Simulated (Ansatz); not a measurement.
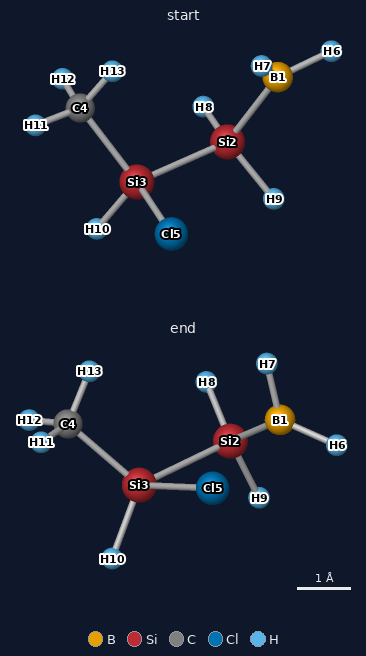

The structure of CH$_{8}$BClSi$_{2}$ (coarse preliminary run) before (top) and after (bottom) a relaxation, at one scale.

A ball-and-stick model, seen at a tilt.

The start comes from a force field.

The calculation used RKS PBE-D4/def2-SVP in Ansatz.

Input file:
```yaml
crystal:
  periodic: [false, false, false]
  atoms:
    - {symbol: B, position_ang: [-0.471400, 1.578700, 1.478100]}
    - {symbol: Si, position_ang: [-1.163100, 0.909700, -0.221600]}
    - {symbol: Si, position_ang: [0.393600, -0.369600, -1.140500]}
    - {symbol: C, position_ang: [0.902800, -1.759400, 0.037700]}
    - {symbol: Cl, position_ang: [2.146800, 0.770400, -1.474900]}
    - {symbol: H, position_ang: [-1.213300, 2.347200, 2.107500]}
    - {symbol: H, position_ang: [0.589500, 1.350400, 1.853900]}
    - {symbol: H, position_ang: [-2.327600, 0.123100, 0.006400]}
    - {symbol: H, position_ang: [-1.469300, 2.038100, -1.091800]}
    - {symbol: H, position_ang: [-0.052400, -0.917800, -2.379800]}
    - {symbol: H, position_ang: [1.604000, -2.411500, -0.386800]}
    - {symbol: H, position_ang: [-0.064900, -2.365600, 0.239400]}
    - {symbol: H, position_ang: [1.145900, -1.328500, 0.987000]}
basis:
  gaussian: {orbitals: def2-SVP}
hamiltonian: {xc: pbe, dispersion: d4}
relax: {f_tol: 0.03, max_steps: 200}
```

Run as
```bash
ansatz run in.yaml --threads 4 --pin off --events-out ev --progress --plain --max-ram 10444MiB
```

> Summarise the run.

The largest move after the best rigid fit is that of H6, 1.87 Å. By element the largest moves are H 1.87 Å, Cl 1.39 Å, B 0.67 Å, Si 0.38 Å, C 0.30 Å. Among the contacts that change: B1–Cl5 4.028 → 2.227 Å, Si2–Si3 2.215 → 2.340 Å, Si3–Cl5 2.118 → 2.211 Å, B1–Si2 1.953 → 2.041 Å. Bond angles that change, for instance: Si2–Si3–Cl5 109.7° → 87.7°, B1–Si2–Si3 108.1° → 86.8°, Si2–Si3–H10 111.3° → 124.7°. Groups turn about Si2–Si3 by about 45°. The energy falls by 19.0 kcal/mol in 30 accepted moves (34 points after the start). Largest force component: 3.7 eV/Å at the start, 0.013 eV/Å at the end. The line search rejected the trial steps at points 10, 17, 20, 24 of the run. The run took 54 s on 4 threads of Arm Neoverse V2 (shared host).
